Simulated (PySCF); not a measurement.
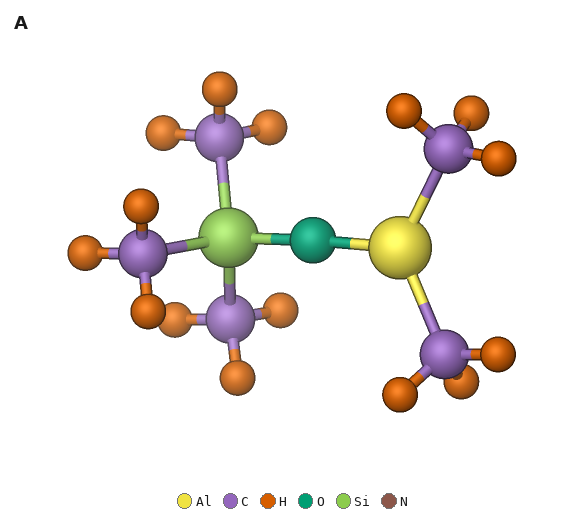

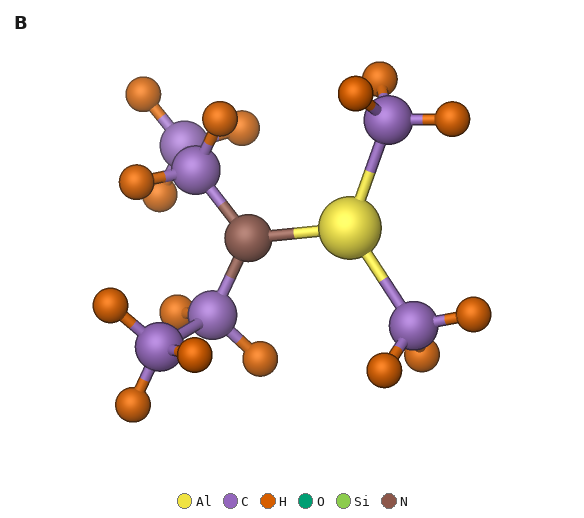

Two related species, optimised with PBE0-D3(BJ)/def2-SVP; properties computed with PySCF 2.14.0. Both: charge 0, singlet.

### What are A and B?

A is AlMe2(OSiMe3), B is AlMe2(NEt2).

Compare them. With PBE0/pcSseg-1 (pcSseg-2 on Al): dipole moment (D), HOMO–LUMO gap (eV), HOMO energy (Kohn–Sham orbital) (eV), shielding of Al (ppm), Hirshfeld charge of Al (e), IAO charge of Al (e). With CAM-B3LYP/def2-SVPD: lowest vertical singlet excitation (eV), mean static polarisability (bohr³). With PBE0-D3(BJ)/def2-SVP: mean Al–C length (Å).

| quantity | A | B |
| --- | --- | --- |
| dipole moment (D) | 0.23 | 0.36 |
| HOMO–LUMO gap (eV) | 7.31 | 6.16 |
| HOMO energy (Kohn–Sham orbital) (eV) | −7.40 | −6.11 |
| shielding of Al (ppm) | 352.8 | 322.0 |
| Hirshfeld charge of Al (e) | 0.62 | 0.55 |
| IAO charge of Al (e) | 1.19 | 1.03 |
| lowest vertical singlet excitation (eV) | 6.01 | 5.45 |
| mean static polarisability (bohr³) | 113.5 | 108.7 |
| mean Al–C length (Å) | 1.953 | 1.960 |

Each is one conformer, and no frequency run is at hand to confirm it as a minimum.
